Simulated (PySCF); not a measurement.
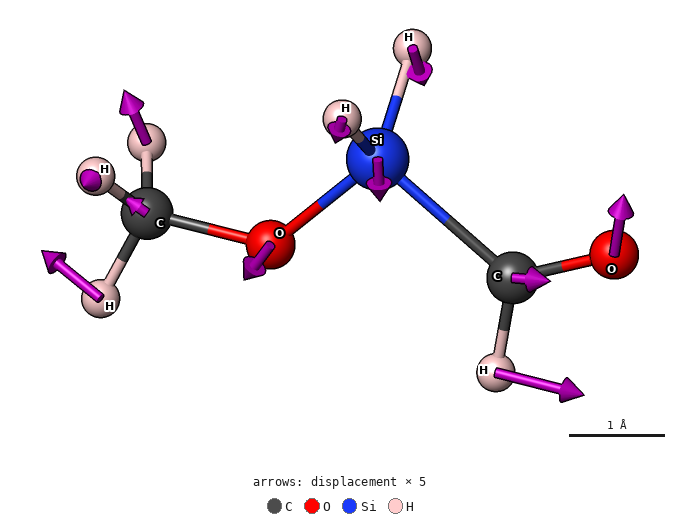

This is a relaxation of C2H6O2Si. The starting structure is drawn; purple arrows show the displacements, 5 times their true length. The two geometries are superimposed by the best rigid fit.

A ball-and-stick model, seen at a tilt.

The start comes from GFN2-xTB.

Level of theory: PBE0-D3(BJ)/def2-SVP geometry optimisation, gas phase in PySCF 2.14.0, density-fitted response routines. 

Question: Describe the change and its energy.

Answer: The energy falls by 0.092 eV in 6 geometry steps. Largest force component: 1 eV/Å at the start, 0.014 eV/Å at the end. An H atom moves most after the best rigid fit: 0.21 Å. By element the largest moves are H 0.21 Å, O 0.16 Å, Si 0.11 Å, C 0.09 Å. Some distances before and after: O–Si 1.618 → 1.660 Å, H–Si 1.464 → 1.495 Å, C–H 1.112 → 1.126 Å, C–H 1.092 → 1.105 Å. Among the angles between lasting bonds that change: O–Si–C 99.8° → 105.9°, C–O–Si 129.5° → 125.9°, Si–C–O 123.2° → 120.1°. The run took of the order of 21 core-seconds on a shared host.
